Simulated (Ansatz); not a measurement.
Consider SiF₄.

Input

```
crystal:
  periodic: [false, false, false]
  atoms:
    - { symbol: Si, position_ang: [0.0, 0.0, 0.0] }
    - { symbol: F, position_ang: [0.0, 0.0, 1.59] }
    - { symbol: F, position_ang: [1.4994, 0.0, -0.5295] }
    - { symbol: F, position_ang: [-0.7489, 1.2974, -0.5295] }
    - { symbol: F, position_ang: [-0.7489, -1.2974, -0.5295] }
basis:
  gaussian: { orbitals: "6-31G" }
hamiltonian:
  xc: pbe0
relax:
  f_tol: 0.02
  max_steps: 40
output:
  orbitals: {}
```

Command:

```sh
ansatz run input.yaml --threads 1 --pin off --max-ram 2048MiB --backend cpu --events-out ev --progress --plain --runs-dir out
```

The fields are those of the run's last geometry, not of the input's.

The calculation used Ansatz, RKS PBE0/6-31G.

What can the converged electron density and electron localisation function tell about the bonding?

Si–F (1.65 Å): ρ at the midpoint is about 0.86 e/Å³; the ELF peaks at about 0.80 in the valence shell of F, 0.5 Å from its nucleus, and is about 0.40 at the midpoint.

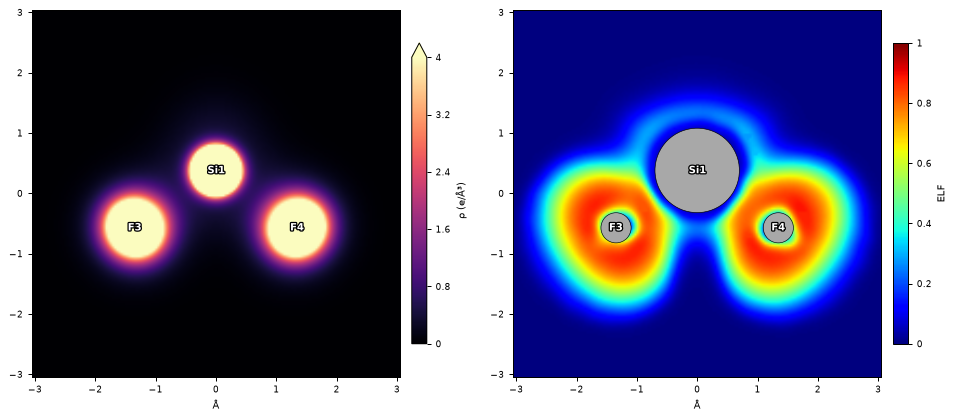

Computed electron density and electron localisation function on the plane of atoms F3, Si1 and F4, in this order. Grey discs cover the atomic cores in the ELF map. 
